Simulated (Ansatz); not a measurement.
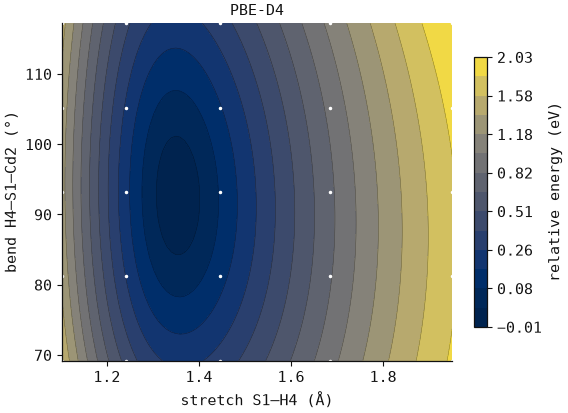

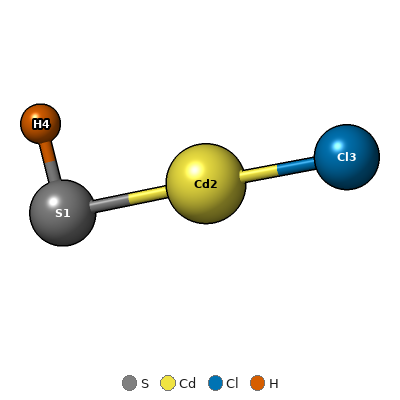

Energy landscape of CdHSCl, SMILES [SH][Cd][Cl], singlet over the stretch S1–H4 and the bend H4–S1–Cd2. Method named on the plot, def2-TZVPP, the Ansatz code, cores frozen in correlated methods. A stretch and then a bend are set rigidly from the minimum (PBE0-D4/def2-TZVP); energies less that of the minimum; in a bend the first-named atom and what hangs on it turn. On heavy atoms the filled d shell below the valence is correlated. The map is drawn from 5 × 5 computed points, interpolated. Dots mark the computed points.

How does the best value of the first coordinate follow the second?

It moves little, from 1.363 to 1.349 Å, as the second goes from 69 to 117° (from a spline through the points).

Give the energies on the grid.

In eV; across: stretch S1–H4 (Å), down: bend H4–S1–Cd2 (°).
```
     1.10  1.24  1.45  1.69  1.95
 69  1.56  0.47  0.31  0.93  1.83
 81  1.34  0.26  0.13  0.81  1.77
 93  1.26  0.19  0.09  0.79  1.77
105  1.31  0.25  0.16  0.87  1.86
117  1.46  0.41  0.33  1.04  2.03
```

Caveats: restricted reference unstable towards unrestricted; core potentials past krypton.
